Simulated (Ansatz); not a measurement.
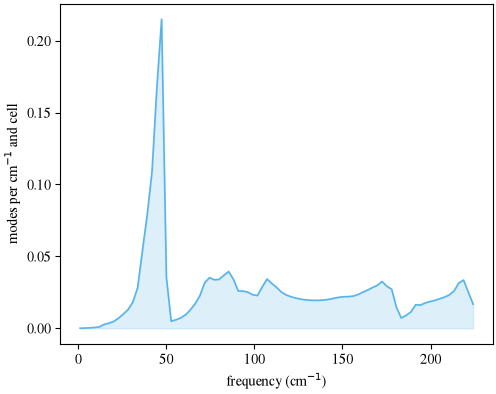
Phonon density of states of PbS (rock salt, Fm-3m); finite displacements on a 6×6×6 mesh, DFT at the PBE level (Ansatz, an electronic-structure program), k mesh 6×6×6

Spin-orbit coupling is not included.

**Question.** Where is the tallest peak, and is there a gap in the spectrum?

**Answer.** The tallest peak lies near 47 cm⁻¹. No clear gap shows at this resolution.
